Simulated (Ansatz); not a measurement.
Base system: GaN in the zinc blende structure (space group F-43m, No. 216; a = 4.5485 Å).

Structures relaxed with Kohn–Sham DFT with the PBE functional, run in Ansatz (an electronic-structure program) with PAW and 420 eV plane waves, without spin-orbit coupling.

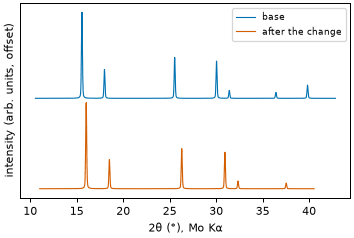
Simulated powder patterns before (top) and after one change

Question: What was done to the base?
A. pressure 1.8 GPa
B. pressure −2 GPa
C. pressure 45 GPa
D. pressure 18 GPa

Answer: D, pressure 18 GPa. Its volume per atom is 10.79 Å³ against 11.76 Å³, and its space group is F-43m (No. 216).

Load acts through the strain it causes; cell and atoms are relaxed under it. Stability against distortions was not tested. Tetrahedral semiconductors of this kind turn to denser phases somewhere between about 1 and 50 GPa; those were not computed, so compressed cells here can lie past the real transition. This is not the structure that GaN has at room temperature and ambient pressure.
